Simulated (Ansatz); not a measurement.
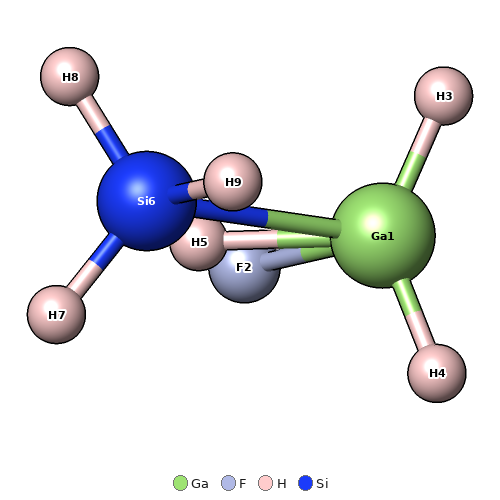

The system is the reacting system FGaH₆Si (fragments FGaH₂ + H₄Si where the first distance is long, GaH₅Si + FH where the second is long); the picture shows the reference structure. First axis: distance F2–H5 (bond that forms). Second axis: distance H5–Si6 (bond that breaks). Relaxed at each point: all other coordinates. The grid has 8 × 8 points. Points are written as (first, second). Energies: kJ/mol, counted from the lowest grid point. Energies and slopes of some neighbouring points disagree (a jump in structure or state, or too coarse a mesh). The reference is spin-restricted, so regions where a bond is pulled apart into radicals lie too high. All numbers below come from RKS PBE0-D4/def2-SVP in Ansatz.

Its coordinates:

```xyz
9

Ga   -1.0953   -0.0321   -0.9938
F     0.7913   -0.1180   -1.9701
H    -1.6995   -1.4626   -1.0345
H    -1.6480    1.4058   -1.1932
H     0.8114   -0.0550   -0.7599
Si    0.6407    0.0443    1.1034
H     1.4755    1.2497    1.3868
H     1.3417   -1.1986    1.5430
H    -0.6178    0.1664    1.9183
```

Range: distance F2–H5 (bond that forms) from 0.819 to 2.319 Å; distance H5–Si6 (bond that breaks) from 1.278 to 2.478 Å.

**What landscape does the calculation give?**

The lowest grid point is at (2.319 Å, 1.529 Å). It lies in a valley that leaves the map towards separated partners. The energy also falls towards the edge at (0.951 Å, 2.478 Å) (48 kJ/mol above the lowest), where a further well may lie outside the range. The highest grid point, (0.819 Å, 1.278 Å), lies 528 kJ/mol above the lowest.

| second ↓, first → | 0.819 | 0.951 | 1.132 | 1.339 | 1.564 | 1.804 | 2.056 | 2.319 |
| --- | --- | --- | --- | --- | --- | --- | --- | --- |
| 2.478 | 101 | 48 | 122 | 192 | 225 | 230 | 226 | 221 |
| 2.268 | 110 | 52 | 115 | 163 | 180 | 179 | 172 | 168 |
| 2.066 | 130 | 63 | 111 | 135 | 135 | 126 | 117 | 112 |
| 1.874 | 160 | 89 | 113 | 111 | 95 | 79 | 67 | 60 |
| 1.694 | 213 | 134 | 131 | 98 | 65 | 42 | 27 | 19 |
| 1.529 | 294 | 207 | 173 | 95 | 51 | 26 | 9 | 0 |
| 1.383 | 408 | 312 | 249 | 130 | 70 | 35 | 26 | 16 |
| 1.278 | 528 | 423 | 341 | 193 | 120 | 80 | 59 | 62 |

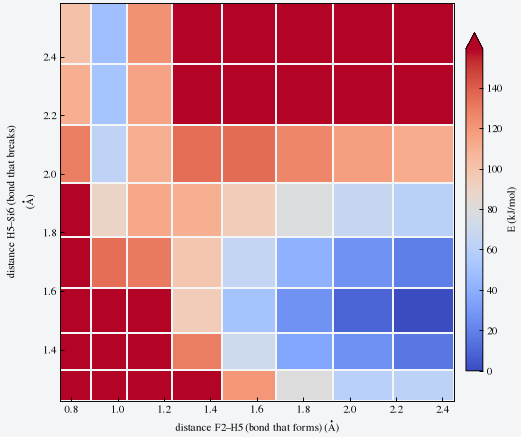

Drawn: one coloured cell a grid point, one colour for all values above the top of the scale.

Each point was launched as `ansatz run input.yaml --threads 1 --pin off --max-ram 2560MiB --backend cpu --events-out ev --progress --plain --runs-dir out`. Time for the 64 points that were run: 20 min on 1 thread of Arm Neoverse V2 (shared host).
